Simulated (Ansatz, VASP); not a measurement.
# ZnS (Sphalerite) in two plane-wave programs

One calculation is typed for both programs; each brings its own data sets. How far apart do they land? The cell is taken from a series of VASP runs on this material, whose earlier steps may have relaxed, scaled or displaced it; both programs get it as it stands. Valence electrons are named where the data sets of a main pair hold unlike numbers.

Main program and level: Ansatz 0.2.0; plane waves, with VASP 6.6.1 beside it; band structure at PBE, band structure at r2SCAN and dielectric response at LDA.

**1. The starting structure**

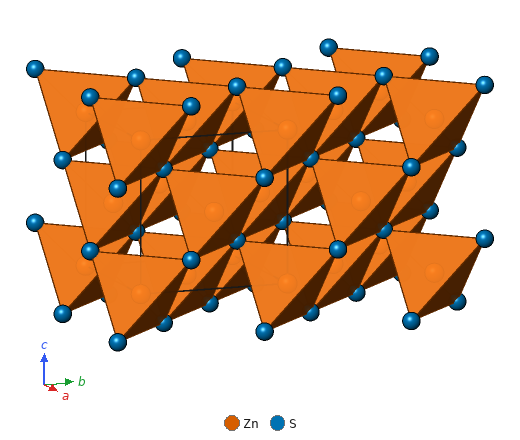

Start, viewed slightly off an axis; zinc orange, sulfur blue. 1×2×1 cells are drawn. This picture shows the conventional cell, with its axes. Some periodic images of atoms are drawn too.

Coordinates:

```cif
data_structure
_symmetry_space_group_name_H-M 'F-43m'
_symmetry_Int_Tables_number 216
_cell_length_a 5.4093
_cell_length_b 5.4093
_cell_length_c 5.4093
_cell_angle_alpha 90.000
_cell_angle_beta 90.000
_cell_angle_gamma 90.000
_cell_volume 158.28
loop_
_atom_site_label
_atom_site_type_symbol
_atom_site_symmetry_multiplicity
_atom_site_Wyckoff_symbol
_atom_site_fract_x
_atom_site_fract_y
_atom_site_fract_z
_atom_site_occupancy
Zn1 Zn 4 a 0.00000 0.00000 0.00000 1
S1 S 4 c 0.25000 0.25000 0.25000 1
```

**2. Ansatz: band structure, PBE**

Ansatz runs on its default PAW (the set named soft_2) files.

The same path points are solved in both programs, so levels can be compared one by one.

Contents of input.yaml:

```yaml
crystal:
  lattice:
    - [0.0, 2.70465, 2.70465]
    - [2.70465, 0.0, 2.70465]
    - [2.70465, 2.70465, 0.0]
  atoms:
    - { symbol: Zn, position: [0.0, 0.0, 0.0] }
    - { symbol: S, position: [0.75, 0.75, 0.75] }
hamiltonian:
  xc: pbe
  pseudopotentials: { kind: paw }
kpoints:
  mp_grid: { grid: [8, 8, 8] }
  band_path:
    path:
      - [0.0, 0.0, 0.0]
      - [0.16667, 0.0, 0.16667]
      - [0.33333, 0.0, 0.33333]
      - [0.5, 0.0, 0.5]
      - [0.5, 0.08333, 0.58333]
      - [0.5, 0.19444, 0.69444]
      - [0.5, 0.25, 0.75]
      - [0.45833, 0.29167, 0.75]
      - [0.40278, 0.34722, 0.75]
      - [0.375, 0.375, 0.75]
      - [0.20833, 0.20833, 0.41667]
      - [0.08333, 0.08333, 0.16667]
      - [0.0, 0.0, 0.0]
      - [0.22222, 0.22222, 0.22222]
      - [0.38889, 0.38889, 0.38889]
      - [0.51389, 0.47222, 0.51389]
      - [0.55556, 0.38889, 0.55556]
      - [0.61111, 0.27778, 0.61111]
      - [0.61111, 0.25, 0.63889]
      - [0.56944, 0.25, 0.68056]
      - [0.51389, 0.25, 0.73611]
      - [0.5, 0.27778, 0.72222]
      - [0.5, 0.38889, 0.61111]
      - [0.5, 0.47222, 0.52778]
      - [0.48611, 0.48611, 0.52778]
      - [0.43056, 0.43056, 0.63889]
      - [0.38889, 0.38889, 0.72222]
      - [0.59722, 0.19444, 0.59722]
      - [0.55556, 0.11111, 0.55556]
      - [0.5, 0.0, 0.5]
    npoints: 1
scf:
  occupations: { method: gaussian, width: 0.03 }
  n_extra_bands: 7
output:
  forces: true
  stress: true
  eigenvalues: true
```

Run with:

```console
$ ansatz run input.yaml --threads 2 --pin off --max-ram 4608MiB --backend cpu --events-out ev --progress --plain --runs-dir out
```

Numbers of over 12 decimals in the logs are rounded to 6 here.

The log of the run:

```text
scf.n_extra_bands = 7 over 9 filled bands (N_el = 18.0): the run solves 16 bands
Engine: ansatz 0.2.0, aarch64-unknown-linux-gnu
Pseudopotentials: kind: paw
Pseudopotential: Zn, paw, valence charge 12, recommended cutoff 420 eV (normal), Zn.paw.azcp
Pseudopotential: S, paw, valence charge 6, recommended cutoff 420 eV (normal), S.paw.azcp
Functional definition: PBE
  parameter kappa = 0.804
  parameter beta = 0.066725
  exchange = pbe_x(kappa = kappa, mu = beta*pi^2/3)
  correlation = pbe_c(beta = beta)
Crystal: 2 atoms, lattice volume = 39.570 Å³
Basis set: ecut = 420 eV, 749 PW (Γ), exchange–correlation on 54×54×54 points (8 copies of the dense FFT grid, shifted against one another)
Bands: 16, of which v1, the nominal top of the filled ones, is band 9 counted from 1 (8 counted from 0)
Symmetry: 24 space group operations
Space group: F-43m (ITA 216), of the structure as read, at distance tolerance 3.4e-5 Å
k-points: 29 of 512 (time reversal used)
Non-local potential: Zn, projectors of the file, l = 0: 2, l = 1: 2, l = 2: 3, l = 3: 1
Non-local potential: S, projectors of the file, l = 0: 2, l = 1: 2, l = 2: 2
PAW form: soft (Blöchl's): semilocal exchange-correlation on the pseudo side does not see the compensation charge
PAW one-centre angular grid: Zn, 590 points (default); XC on 64 Gauss nodes
PAW one-centre angular grid: S, 110 points (default); XC on 64 Gauss nodes
Initial density: superposition of atomic densities (neutral atoms: chi_scale 0, normalization atom), corrected by the library's trained network
Initial wavefunctions: pseudopotential atomic-orbital guess
Functional: x = pbe(κ = 0.804, μ = 0.219515), c = pbe(β = 0.066725)
SCF iter   1: F=—  HF=-4222.730766 eV  |F-HF|=—  |Δ(HF+E_count)|=         —  Δρ=5.84e-4  dr2=1.74e-4  ethr=1.77e-3  ⟨swp⟩=5.5  Hψ=2666  notcnv=0  defer=4
preconditioner: auto → none  [insulator: Δε(μ)=2.089 eV  Ē_g=14.749 eV  σ=0.030 eV  W_gap=1.00  n_scr=14 (ndim 8)  ℏωp=25.0 eV  f_vac=0.029  D(μ)=0.00/eV (n_scr^D=0)  ε∞_Penn≈3.9]
SCF iter   2: F=—  HF=-4222.730947 eV  |F-HF|=—  |Δ(HF+E_count)|=   1.81e-4  Δρ=5.95e-4  dr2=6.60e-5  ethr=9.68e-7  ⟨swp⟩=2.1  Hψ=980  notcnv=0  defer=36
SCF iter   3: F=—  HF=-4222.730967 eV  |F-HF|=—  |Δ(HF+E_count)|=   1.98e-5  Δρ=1.53e-4  dr2=7.05e-6  ethr=3.66e-7  ⟨swp⟩=2.0  Hψ=614  notcnv=0  defer=36
SCF iter   4: F=—  HF=-4222.730978 eV  |F-HF|=—  |Δ(HF+E_count)|=   1.07e-5  Δρ=5.70e-5  dr2=5.22e-7  ethr=3.92e-8  ⟨swp⟩=2.0  Hψ=629  notcnv=0  defer=36
SCF iter   5: F=—  HF=-4222.730981 eV  |F-HF|=—  |Δ(HF+E_count)|=   3.48e-6  Δρ=3.03e-5  dr2=2.26e-7  ethr=2.90e-9  ⟨swp⟩=2.0  Hψ=658  notcnv=0  defer=36
SCF iter   6: F=-4222.730982 eV  HF=-4222.730982 eV  |F-HF|=1.33e-8  |Δ(HF+E_count)|=   5.96e-7  Δρ=3.37e-6  dr2=1.67e-9  ethr=5.56e-10  ⟨swp⟩=7.6  Hψ=2312  notcnv=0
SCF 1 converged in 6 iterations: F = -4222.730982 eV  dr2 = 1.67e-9
  greatest PAW one-centre occupation: 0.983 electrons in one spin orbital (limit 2), on the Zn atom at site 0 (counted from 0), in its partial waves of l = 2
NSCF: frozen V_eff on 30 k-points
SCF converged after 6 iterations
Free energy (F): -4222.730982 eV
Harris-Foulkes:  -4222.730982 eV  (|F-HF|=1.33e-8)
Internal energy: -4222.730982 eV  (E = F + TS)
E sigma→0 (E₀):  -4222.730982 eV
Fermi energy:    6.797245 eV
--- Per-component energies (eV) ---
  E_band       = 4.597229
  E_kinetic    = 238.288008
  E_local      = -2042.834230  (includes V_loc(G=0)·N_el)
  E_nonlocal   = 642.746904
  E_hartree    = 854.141122
  E_xc         = -234.386894
  E_vxc        = -139.534090  (∫ρ·V_xc dr)
  E_paw        = -2428.534294  (= ΣΔE_a)
  E_vpaw       = -402.351436  (= ΣTr[D̂ρ^β])
  E_aug_tail   = -0.000358  (compensation charges beyond the density's cutoff)
  E_ewald      = -1252.151240
  E_smearing   = -0.000000  (= −TS)
  E_closure    = 0.000000  (closes the sum)
  Σ components = -4222.730982   (vs F -4222.730982, Δ=0.00e0)
--- Forces (eV/Å), atoms counted from 1 ---
  atom   1  Zn    -0.00000000     0.00000000     0.00000000
  atom   2  S      0.00000000    -0.00000000     0.00000000
  max |Σ_I F_I| component: 2.78e-17 eV/Å
--- Stress (GPa, compression-positive) ---
        1.374997       0.000000      -0.000000
       -0.000000       1.374997       0.000000
       -0.000000       0.000000       1.374997
  P = ⅓ Tr σ = 1.3750 GPa (13.750 kbar)
--- Band table (eV; the first three rows and the last of 29) ---
  k-point 0: bands = [... 5 lower, -0.0779, 5.7487, 5.7487, 5.7487, 7.8453, 12.1203, 12.1203, 12.1203, ... 3 higher]
  k-point 1: bands = [... 5 lower, -0.0796, 4.6370, 5.6021, 5.6021, 8.6651, 12.0271, 12.3714, 12.3714, ... 3 higher]
  k-point 2: bands = [... 5 lower, -0.0764, 2.9247, 5.2825, 5.2825, 9.2106, 12.6594, 12.7390, 12.7390, ... 3 higher]
  k-point 28: bands = [... 5 lower, 0.3188, 1.1747, 3.0146, 3.0479, 11.4384, 11.7588, 13.5941, 13.9428, ... 3 higher]
```

The job ended after 1.3 s (2 threads of Arm Neoverse V2, shared host; peak memory 0.29 GiB; 2.4 s of CPU time).

The column dr2 measures how far the density is from self-consistency, as an energy; F and HF (Harris–Foulkes) agree once it is small.

**3. VASP: band structure, PBE**

The same cell, functional, mesh and smearing now go to VASP, with its own data sets.

Lines of VASP's logs that name or quote its potential files are left out, and so is its time.

Contents of INCAR:

```
SYSTEM = ZnS
PREC = Accurate
ENCUT = 350
EDIFF = 1E-06
NELM = 100
ISMEAR = 0
SIGMA = 0.03
LREAL = .FALSE.
ALGO = Normal
GGA = PE
NBANDS = 21
LORBIT = 11
LWAVE = .FALSE.
LCHARG = .FALSE.
KPAR = 4
```

Contents of POSCAR:

```
ZnS
1.0
    0.0000000000      2.7046500000      2.7046500000
    2.7046500000      0.0000000000      2.7046500000
    2.7046500000      2.7046500000      0.0000000000
Zn S
1 1
Direct
    0.0000000000      0.0000000000      0.0000000000
    0.7500000000      0.7500000000      0.7500000000
```

Contents of KPOINTS:

```
Automatic mesh
0
Gamma
8 8 8
0 0 0
```

Contents of KPOINTS_OPT:

```
Line mode
10
Line-mode
Reciprocal
  0.00000000   0.00000000   0.00000000 GAMMA
  0.50000000   0.00000000   0.50000000 X

  0.50000000   0.00000000   0.50000000 X
  0.50000000   0.25000000   0.75000000 W

  0.50000000   0.25000000   0.75000000 W
  0.37500000   0.37500000   0.75000000 K

  0.37500000   0.37500000   0.75000000 K
  0.00000000   0.00000000   0.00000000 GAMMA

  0.00000000   0.00000000   0.00000000 GAMMA
  0.50000000   0.50000000   0.50000000 L

  0.50000000   0.50000000   0.50000000 L
  0.62500000   0.25000000   0.62500000 U

  0.62500000   0.25000000   0.62500000 U
  0.50000000   0.25000000   0.75000000 W

  0.50000000   0.25000000   0.75000000 W
  0.50000000   0.50000000   0.50000000 L

  0.50000000   0.50000000   0.50000000 L
  0.37500000   0.37500000   0.75000000 K

  0.62500000   0.25000000   0.62500000 U
  0.50000000   0.00000000   0.50000000 X
```

Potentials, in the order of the species: Zn and S (PBE family, release 64).

Run with:

```console
$ mpirun -np 4 vasp_std
```

The log of the run:

```text
[banner, memory and clock lines left out]
running    4 mpi-ranks, on    1 nodes
 distrk:  each k-point on    1 cores,    4 groups
 distr:  one band on    1 cores,    1 groups

 POSCAR found type information on POSCAR ZnS
 POSCAR found :  2 types and       2 ions
 LDA part: xc-table for (Slater+PW92), standard interpolation
 POSCAR, INCAR and KPOINTS ok, starting setup
 FFT: planning ... GRIDC
 FFT: planning ... GRID_SOFT
 FFT: planning ... GRID
 WAVECAR not read
 entering main loop
       N       E                     dE             d eps       ncg     rms          rms(c)
DAV:   1     0.935370285956E+02    0.93537E+02   -0.65822E+03  1231   0.780E+02
DAV:   2     0.250884449405E+00   -0.93286E+02   -0.84872E+02  1271   0.201E+02
DAV:   3    -0.718750890870E+01   -0.74384E+01   -0.73526E+01  1487   0.564E+01
DAV:   4    -0.727268875929E+01   -0.85180E-01   -0.85130E-01  1371   0.614E+00
DAV:   5    -0.727313373186E+01   -0.44497E-03   -0.44496E-03  1487   0.447E-01    0.685E+00
DAV:   6    -0.687043050984E+01    0.40270E+00   -0.45875E-01  1613   0.223E+01    0.534E+00
DAV:   7    -0.684595885628E+01    0.24472E-01   -0.16444E-01  1426   0.318E+00    0.272E+00
DAV:   8    -0.684509784305E+01    0.86101E-03   -0.47282E-03  1616   0.964E-01    0.652E-01
DAV:   9    -0.684526823605E+01   -0.17039E-03   -0.13704E-03  1403   0.246E-01    0.852E-02
DAV:  10    -0.684543738499E+01   -0.16915E-03   -0.24699E-04  1353   0.903E-02    0.447E-02
DAV:  11    -0.684542843146E+01    0.89535E-05   -0.20623E-05  1431   0.313E-02    0.151E-02
DAV:  12    -0.684542870651E+01   -0.27505E-06   -0.38211E-06  1368   0.101E-02
   1 F= -.68454287E+01 E0= -.68454287E+01  d E =-.112791E-21
 Start KPOINTS_OPT (optional k-point list driver)
k-point batch [1-29\100]
       N       E                     dE             ncg
DAV:   1     0.101362598967E+04   -0.13204E+05     1234
DAV:   2    -0.159537628888E+04   -0.26090E+04     1266
DAV:   3    -0.179863464624E+04   -0.20326E+03     1457
DAV:   4    -0.180085949467E+04   -0.22248E+01     1403
DAV:   5    -0.180087086503E+04   -0.11370E-01     1478
DAV:   6    -0.180087096143E+04   -0.96400E-04     1443
DAV:   7    -0.180087096237E+04   -0.94293E-06     1286
[...]
k-point batch [88-100\100]
       N       E                     dE             ncg
DAV:   1     0.857427578496E+04   -0.69424E+04      559
DAV:   2     0.740620860871E+04   -0.11681E+04      567
DAV:   3     0.731844178590E+04   -0.87767E+02      677
DAV:   4     0.731752614757E+04   -0.91564E+00      606
DAV:   5     0.731752137216E+04   -0.47754E-02      678
DAV:   6     0.731752132787E+04   -0.44293E-04      626
DAV:   7     0.731752132734E+04   -0.52969E-06      649
```

Parts of OUTCAR (step 3):

```text
ion  position               nearest neighbor table
   1  0.000  0.000  0.000-   2 2.34   2 2.34   2 2.34   2 2.34
   2  0.750  0.750  0.750-   1 2.34   1 2.34   1 2.34   1 2.34

  LATTYP: Found a face centered cubic cell.
 ALAT       =     5.4093000000

 Subroutine GETGRP returns: Found 24 space group operations
 (whereof 24 operations were pure point group operations)

The static configuration has the point symmetry T_d .

 Found     29 irreducible k-points:

   k-points           NKPTS =     29   k-points in BZ     NKDIM =     29   number of bands    NBANDS=     21

   dimension x,y,z NGX =    24 NGY =   24 NGZ =   24
   dimension x,y,z NGXF=    48 NGYF=   48 NGZF=   48

   ENCUT  =  350.0 eV  25.72 Ry    5.07 a.u.   5.83  5.83  5.83*2*pi/ulx,y,z

   NELECT =      18.0000    total number of electrons

 k-points in reciprocal lattice and weights: Automatic mesh
   0.00000000  0.00000000  0.00000000       0.002
   0.12500000  0.00000000  0.00000000       0.016
   0.25000000  0.00000000  0.00000000       0.016
   0.37500000  0.00000000  0.00000000       0.016
   0.50000000  0.00000000  0.00000000       0.008
   0.12500000  0.12500000  0.00000000       0.012
   0.25000000  0.12500000  0.00000000       0.047
   0.37500000  0.12500000  0.00000000       0.047
   0.50000000  0.12500000  0.00000000       0.047
[...]
-0.37500000  0.50000000  0.12500000       0.023
  -0.25000000  0.50000000  0.25000000       0.012

 average (electrostatic) potential at core
       1 -36.2627       2 -88.5975

 E-fermi :   2.2759

 k-point     1 :       0.0000    0.0000    0.0000
  band No.  band energies     occupation
    ...
      5      -3.7380      2.00000
      6      -3.7380      2.00000
      7       2.0831      2.00000
      8       2.0831      2.00000
      9       2.0831      2.00000
     10       4.1793      0.00000
     11       8.4777      0.00000
     12       8.4777      0.00000
     13       8.4778      0.00000
     14      13.8451      0.00000
    ...

 k-point     2 :       0.1250    0.0000    0.0000
  band No.  band energies     occupation
    ...
      5      -3.7394      2.00000
      6      -3.7394      2.00000
      7       0.9697      2.00000
      8       1.9364      2.00000
      9       1.9364      2.00000
     10       5.0003      0.00000
     11       8.3840      0.00000
     12       8.7313      0.00000
     13       8.7313      0.00000
     14      13.2546      0.00000
    ...

 k-point     3 :       0.2500    0.0000    0.0000
  band No.  band energies     occupation
    ...
      5      -3.7361      2.00000
      6      -3.7361      2.00000
      7      -0.7429      2.00000
      8       1.6167      2.00000
      9       1.6167      2.00000
     10       5.5456      0.00000
     11       9.0157      0.00000
     12       9.1008      0.00000
     13       9.1008      0.00000
     14      13.0556      0.00000
    ...

  Total        0.3410074      0.3410074      0.3410074      0.0000000     -0.0000000     -0.0000000
  in kB       13.8073773     13.8073773     13.8073773      0.0000000     -0.0000000     -0.0000000
  external PRESSURE =      13.8073773 kB  Pullay stress =       0.0000000 kB

  energy-cutoff  :      350.00
  volume of cell :       39.57
      direct lattice vectors                 reciprocal lattice vectors
     0.000000000  2.704650000  2.704650000    -0.184866803  0.184866803  0.184866803
     2.704650000  0.000000000  2.704650000     0.184866803 -0.184866803  0.184866803
     2.704650000  2.704650000  0.000000000     0.184866803  0.184866803 -0.184866803

 POSITION                                       TOTAL-FORCE (eV/Angst)
 -----------------------------------------------------------------------------------
      0.00000      0.00000      0.00000         0.000000      0.000000      0.000000
      4.05697      4.05697      4.05697        -0.000000     -0.000000     -0.000000
 -----------------------------------------------------------------------------------
    total drift:                                0.000001      0.000001      0.000002

  FREE ENERGIE OF THE ION-ELECTRON SYSTEM (eV)
  ---------------------------------------------------
  free  energy   TOTEN  =        -6.8454287065 eV

  energy  without entropy=       -6.8454287065  energy(sigma->0) =       -6.84542871

 total charge
# of ion       s       p       d       tot
------------------------------------------
    1        0.519   0.474   9.795  10.788
    2        1.315   2.434   0.000   3.749
--------------------------------------------------
tot          1.834   2.908   9.795  14.537

[... 3 further parts left out ...]
```

The run ends at a pressure of 1.38 GPa.

**4. Differences**

Known differences besides the potentials themselves: the cutoff is 420 eV in Ansatz and 350 eV in VASP; VASP leaves aspherical gradient terms in its spheres out (LASPH is not set), Ansatz keeps them. Total energies have different zeros and are not compared.

Both answers:

```
                                        quantity  Ansatz   VASP  difference
                                  pressure (GPa)    1.38   1.38       -0.01
pressure without Ansatz's Pulay correction (GPa)    1.31   1.38       -0.07
                   gap over the path points (eV)   2.097  2.096       0.000
```

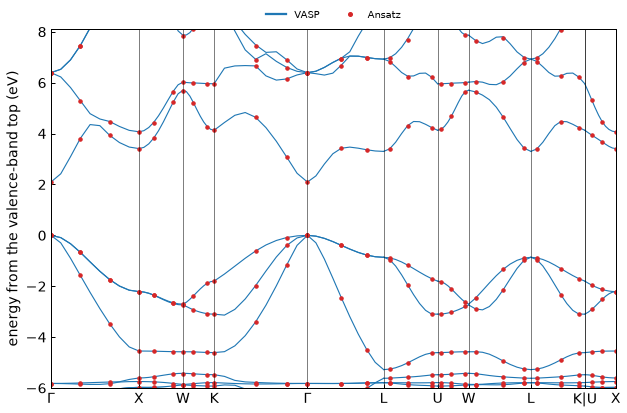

Bands from VASP (lines) and levels from Ansatz (dots). Dots without a line are higher empty bands that the VASP plot leaves out.

Levels at points of the path, from each program's valence-band top (eV; 4 filled, then empty):

```
k (reciprocal lattice)                                   Ansatz                                     VASP
     0.000 0.000 0.000      -5.83 0.00 0.00 0.00 2.10 6.37 6.37      -5.82 0.00 0.00 0.00 2.10 6.39 6.39
     0.167 0.000 0.167   -5.81 -1.57 -0.67 -0.67 3.81 5.28 7.42   -5.80 -1.57 -0.67 -0.67 3.81 5.29 7.46
     0.333 0.000 0.333   -5.77 -3.47 -1.74 -1.74 3.93 4.47 9.36   -5.76 -3.47 -1.74 -1.74 3.93 4.48 9.39
     0.500 0.000 0.500  -5.61 -4.55 -2.21 -2.21 3.41 4.07 10.93  -5.60 -4.55 -2.21 -2.21 3.41 4.07 10.96
     0.500 0.083 0.583  -5.57 -4.55 -2.35 -2.34 3.82 4.43 10.24  -5.56 -4.55 -2.35 -2.34 3.82 4.44 10.28
     0.500 0.194 0.694   -5.45 -4.57 -2.68 -2.65 5.23 5.65 8.43   -5.44 -4.57 -2.68 -2.65 5.24 5.66 8.46
     0.500 0.250 0.750   -5.43 -4.57 -2.73 -2.70 5.69 6.01 7.84   -5.42 -4.58 -2.74 -2.70 5.70 6.02 7.87
     0.458 0.292 0.750   -5.45 -4.58 -2.92 -2.38 5.21 5.98 8.11   -5.44 -4.58 -2.92 -2.38 5.22 5.99 8.14
     0.403 0.347 0.750   -5.48 -4.60 -3.08 -1.88 4.28 5.95 9.08   -5.47 -4.60 -3.08 -1.88 4.28 5.96 9.12
     0.375 0.375 0.750   -5.48 -4.61 -3.10 -1.80 4.13 5.95 9.34   -5.47 -4.61 -3.10 -1.80 4.13 5.96 9.39
```

Among the levels compared at these points, filled levels agree within 8 meV and empty ones within 50 meV. Ansatz's pressure holds a Pulay correction of 0.07 GPa; VASP's holds none.

[end of part 1 of 2]

[Lines on the potential files, build, host, timing and source positions are cut from VASP's logs without a mark.]

[Logs are printed without paths, hosts, clocks, repeated set-up lines and the standing remarks that a program may print on its own settings, such as how far it seeks lower states.]

[Hosts, paths, dates, database ids (printed as entryN), source tags and the programs' standing remarks are cut or masked in the printed files.]
